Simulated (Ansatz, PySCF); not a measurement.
Dissociation curve of Na2, singlet.

Methods: UHF/cc-pVTZ (Ansatz, a first-principles code); RKS-B3LYP/3-21G = restricted B3LYP/3-21G in PySCF; UKS-B3LYP/6-311+G** = unrestricted B3LYP/6-311+G**, spherical d (PySCF).

Energies are in kJ/mol, each relative to the lowest point of its own curve near equilibrium.

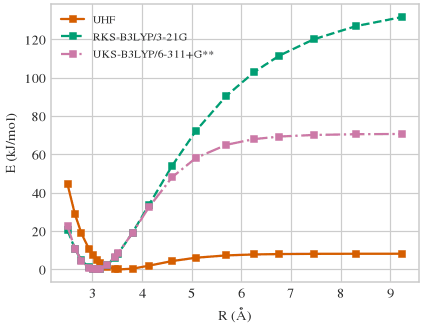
Figure: Energy against bond length for each method.

| R / Å | UHF | RKS-B3LYP/3-21G | UKS-B3LYP/6-311+G** |
|---|---|---|---|
| 2.50 | 44.4 | 20.5 | 22.5 |
| 2.65 | 28.7 | 10.7 | 10.8 |
| 2.78 | 18.8 | 4.9 | 4.5 |
| 2.93 | 10.8 | 1.1 | 0.7 |
| 3.01 | 7.7 | 0.2 | 0.0 |
| 3.10 | 5.0 | 0.0 | 0.0 |
| 3.16 | 3.6 | 0.3 | 0.5 |
| 3.29 | 1.5 | 2.2 | 2.5 |
| 3.45 | 0.2 | 6.1 | 6.5 |
| 3.52 | 0.0 | 8.3 | 8.6 |
| 3.81 | 0.4 | 19.2 | 19.0 |
| 4.14 | 2.0 | 33.7 | 32.5 |
| 4.61 | 4.4 | 54.2 | 48.2 |
| 5.09 | 6.1 | 72.4 | 58.2 |
| 5.70 | 7.3 | 90.5 | 65.0 |
| 6.26 | 7.8 | 103.0 | 68.0 |
| 6.77 | 8.0 | 111.6 | 69.3 |
| 7.46 | 8.1 | 120.0 | 70.1 |
| 8.31 | 8.2 | 126.9 | 70.5 |
| 9.24 | 8.2 | 131.7 | 70.7 |

At the longest distance, 9.24 Å, RKS-B3LYP/3-21G lies highest above its minimum (131.7 kJ/mol) and UHF lowest (8.2 kJ/mol).

The unrestricted determinant behind UHF is spin-contaminated at 2.50 to 9.24 Å (<S²> up to 1.0, against 0.00 for a pure singlet). The restricted form behind RKS-B3LYP/3-21G keeps the bonding electrons paired and can't separate into open-shell fragments. The unrestricted determinant behind UKS-B3LYP/6-311+G** is spin-contaminated at 4.14 to 9.24 Å (<S²> up to 1.0, against 0.00 for a pure singlet).
